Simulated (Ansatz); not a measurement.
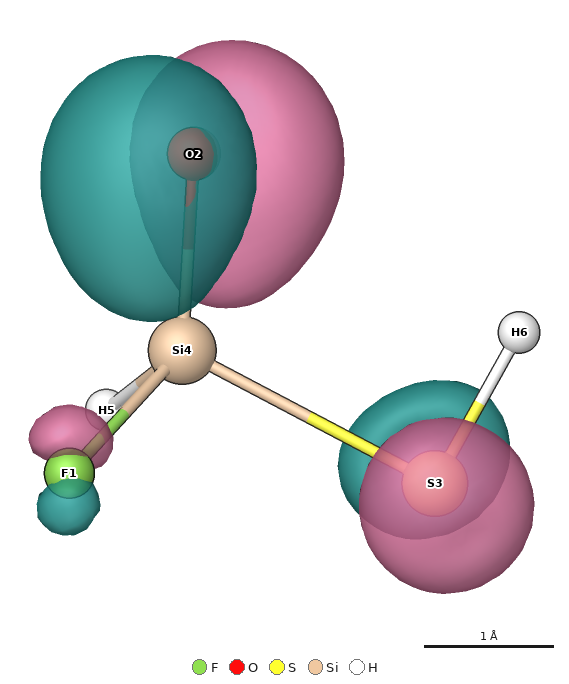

Figure. FH₂OSSi (charge −1). The HOMO−1 at ±0.15 Å⁻³ᐟ² (teal and pink are the two phases), seen across its widest extent.

Geometry: PBE0-D3(BJ)/def2-SVPD.

Theory: isolated molecule in a Gaussian basis; Kohn-Sham density functional theory, functional PBE0 (Ansatz).

```
atom    x (Å)    y (Å)   z (Å)
   F   1.8825  -1.0124  2.1909
   O  -0.4439   0.1023  3.2326
   S   0.4293   0.7425  0.2313
  Si   0.2746  -0.5767  2.0214
   H  -0.2715  -1.8700  1.4800
   H  -0.4101   1.6454  0.7808
```

Question: What is the character of this orbital?

Answer: It lies mainly on O2 (about 65 %), S3 (about 15 %) and Si4 (about 15 %); largely a lone pair of O2. Its energy is −2.55 eV.
